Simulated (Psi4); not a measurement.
# GaNH3 (SMILES [NH2][GaH]): UDSD-PBEP86/def2-TZVP (density fitting for correlation)

Aim: the vertical ionisation energy of GaNH3 at UDSD-PBEP86/def2-TZVP (density fitting for correlation), from 2 runs. 

Program for the calculation: Psi4 1.11.

**1. Starting point**

GaNH3: 5 atoms, total charge 0, spin state doublet. As SMILES, `[NH2][GaH]`. Geometry: relaxed at PBE0-D4/def2-TZVP. This is one conformer, not always the lowest.

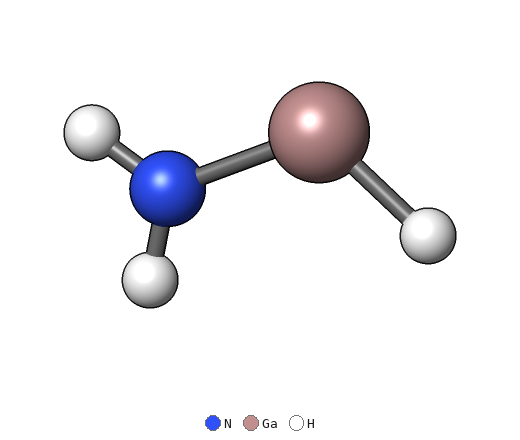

Viewed from a chosen angle; nitrogen blue, gallium pink, hydrogen white.

**2. The energy at UDSD-PBEP86/def2-TZVP (density fitting for correlation)**

File input.json:

```json
{
 "schema_name": "qcschema_input",
 "schema_version": 1,
 "molecule": {
  "schema_name": "qcschema_molecule",
  "schema_version": 2,
  "symbols": ["N", "Ga", "H", "H", "H"],
  "geometry": [-0.40043297, -1.29257267, 0.12226528, 1.54107165, 1.47946658, 0.78801579, -1.78919269, -1.32526493, -1.1812678, -0.21769645, -2.96554721, 1.0053343, 0.96035882, 3.96445644, -0.81277121],
  "molecular_charge": 0,
  "molecular_multiplicity": 2,
  "fix_symmetry": "c1"
 },
 "driver": "energy",
 "model": {
  "method": "dsd-pbep86",
  "basis": "def2-TZVP"
 },
 "keywords": {
  "reference": "uks",
  "puream": true,
  "e_convergence": 1e-09,
  "d_convergence": 1e-08,
  "scf_type": "pk",
  "dft_radial_points": 99,
  "dft_spherical_points": 590,
  "num_frozen_docc": 10,
  "maxiter": 100
 }
}
```

On the command line:

```bash
$ psi4 --qcschema input.json -n 1 --memory 2200MB
```

stdout, shortened:

```text
[...]
  Running in c1 symmetry.
[...]
  Nuclear repulsion =   95.419926978700360
[...]
  Multiplicity = 2
[...]
  Nalpha       = 21
  Nbeta        = 20
[...]
    Number of basis functions: 97
[...]
   @UKS iter   1: -1978.54877766544041   -2.48683e+00   3.15350e-02 DIIS/ADIIS
[...]
   @UKS iter  15: -1980.27663494213562   -1.72804e-11   9.21877e-09 DIIS
[...]
   @S^2 Observed:                7.556240864E-01
[...]
    Orbital Energies [Eh]
    ---------------------
    Alpha Occupied:
       1A   -376.617485     2A    -47.370565     3A    -41.839878
       4A    -41.838707     5A    -41.836490     6A    -15.096816
       7A     -6.077849     8A     -4.237081     9A     -4.234145
      10A     -4.228882    11A     -1.078417    12A     -1.064171
      13A     -1.063629    14A     -1.060893    15A     -1.057639
      16A     -0.995388    17A     -0.588288    18A     -0.560556
      19A     -0.433558    20A     -0.349535    21A     -0.269261
    Alpha Virtual:
      22A      0.020821    23A      0.079951    24A      0.135997
      25A      0.161059    26A      0.173523    27A      0.237347
[...]
  @UKS Final Energy: -1980.27663494213562
   => Energetics <=
    Nuclear Repulsion Energy =             95.4199269787003601
    One-Electron Energy =               -2951.3931319297216760
    Two-Electron Energy =                 899.2694140308693704
    DFT Exchange-Correlation Energy =     -23.5728440219835989
    Empirical Dispersion Energy =           0.0000000000000000
    VV10 Nonlocal Energy =                  0.0000000000000000
    Total Energy =                      -1980.2766349421353880
[...]
 Multipole Moments:
 ------------------------------------------------------------------------------------
     Multipole            Electronic (a.u.)      Nuclear  (a.u.)        Total (a.u.)
 ------------------------------------------------------------------------------------
 L = 1.  Multiply by 2.5417464519 to convert [e a0] to [Debye]
 Dipole X            :          3.4439825           -3.5661113           -0.1221288
 Dipole Y            :          3.0427038           -3.3622894           -0.3195856
 Dipole Z            :          1.9735637           -1.9542468            0.0193169
 Magnitude           :                                                    0.3426712
[...]
```

The result, in JSON:

```text
{
 "driver": "energy",
 "model": {
  "method": "dsd-pbep86",
  "basis": "def2-TZVP"
 },
 "success": true,
 "return_result": -1980.4975331168557,
 "properties": {
  "calcinfo_nbasis": 97,
  "calcinfo_nmo": 97,
  "calcinfo_nalpha": 21,
  "calcinfo_nbeta": 20,
  "calcinfo_natom": 5,
  "nuclear_repulsion_energy": 95.41992697870036,
  "return_energy": -1980.4975331168557,
  "scf_one_electron_energy": -2951.3931319297217,
  "scf_two_electron_energy": 899.2694140308694,
  "scf_xc_energy": -23.5728440219836,
  "scf_dipole_moment": [-0.12212877095411656, -0.3195856141927722, 0.01931690504037764],
  "scf_total_energy": -1980.2766349421356,
  "scf_iterations": 15
 }
}
```

It took 23 s on 1 thread of Intel Xeon Platinum 8259CL at 2.50GHz (Skylake/Cascade Lake), shared host; peak memory 1.1 GiB.

**3. The singlet cation at the same level**

File gah3n.dat:

```
memory 2.2 GB

molecule {
  1 1
  N
  Ga 1 r2
  H 1 r3 2 a3
  H 1 r4 3 a4 2 d4
  H 2 r5 1 a5 4 d5

  r2 = 1.825229
  r3 = 1.008068
  a3 = 123.79517
  r4 = 1.005722
  a4 = 111.8966
  d4 = -179.99973
  r5 = 1.594126
  a5 = 116.86458
  d5 = -179.93664
  symmetry c1
  no_reorient
  no_com
}

set {
  puream true
  e_convergence 1e-09
  d_convergence 1e-08
  scf_type pk
  dft_radial_points 99
  dft_spherical_points 590
  num_frozen_docc 10
}

result, w = energy("dsd-pbep86/def2-TZVP", return_wfn=True)
```

On the command line:

```bash
$ psi4 gah3n.dat gah3n.out -n 1
```

gah3n.out, shortened:

```text
[...]
  Running in c1 symmetry.
[...]
  Nuclear repulsion =   95.419932275568016
[...]
  Multiplicity = 1
[...]
  Nalpha       = 20
  Nbeta        = 20
[...]
    Number of basis functions: 97
[...]
   @RKS iter   1: -1978.50431247872575   -2.44237e+00   3.03714e-02 ADIIS/DIIS
[...]
   @RKS iter  12: -1979.98769862438326   -3.18323e-12   3.86823e-09 DIIS
[...]
    Orbital Energies [Eh]
    ---------------------
    Doubly Occupied:
       1A   -376.927080     2A    -47.678117     3A    -42.147735
       4A    -42.147271     5A    -42.143536     6A    -15.326001
       7A     -6.383819     8A     -4.542461     9A     -4.542183
      10A     -4.533680    11A     -1.373617    12A     -1.372244
      13A     -1.371942    14A     -1.363063    15A     -1.362691
      16A     -1.221240    17A     -0.802621    18A     -0.785861
      19A     -0.662600    20A     -0.569604
[...]
  @RKS Final Energy: -1979.98769862438326
   => Energetics <=
    Nuclear Repulsion Energy =             95.4199322755680157
    One-Electron Energy =               -2939.7952950326725841
    Two-Electron Energy =                 887.8783701098626580
    DFT Exchange-Correlation Energy =     -23.4907059771414026
    Empirical Dispersion Energy =           0.0000000000000000
    VV10 Nonlocal Energy =                  0.0000000000000000
    Total Energy =                      -1979.9876986243832562
[...]
 Multipole Moments:
 ------------------------------------------------------------------------------------
     Multipole            Electronic (a.u.)      Nuclear  (a.u.)        Total (a.u.)
 ------------------------------------------------------------------------------------
 L = 1.  Multiply by 2.5417464519 to convert [e a0] to [Debye]
 Dipole X            :          0.0018814           -0.0015462            0.0003352
 Dipole Y            :         -1.9083706            1.4022863           -0.5060844
 Dipole Z            :          5.4862539           -5.0867285            0.3995254
 Magnitude           :                                                    0.6447806
[...]
```

It took 14 s on 1 thread of Intel Xeon Platinum 8259CL at 2.50GHz (Skylake/Cascade Lake), shared host; peak memory 1.1 GiB.

**4. Summary of results**

Level: UDSD-PBEP86/def2-TZVP (density fitting for correlation), 10 core orbitals frozen.

| quantity | value |
| --- | --- |
| doublet GaNH3: total energy | -1980.49753 Eh |
| doublet GaNH3: HOMO energy (SCF part's orbitals) (highest over α and β) | -7.33 eV |
| doublet GaNH3: LUMO energy (SCF part's orbitals) (lowest over α and β) | -0.26 eV |
| doublet GaNH3: ⟨S²⟩ | 0.756 |
| singlet cation: total energy | -1980.20589 Eh |
| singlet cation: HOMO energy (SCF part's orbitals) | -15.50 eV |
| singlet cation: LUMO energy (SCF part's orbitals) | -8.30 eV |
| singlet cation: HOMO–LUMO gap (SCF part's orbitals) | 7.20 eV |
| vertical ionisation energy (to the singlet cation) | 7.936 eV |

What this shows: Removing an electron at fixed nuclei costs 7.94 eV (183 kcal/mol). Only the singlet of the ionised species was computed; a triplet could lie lower.
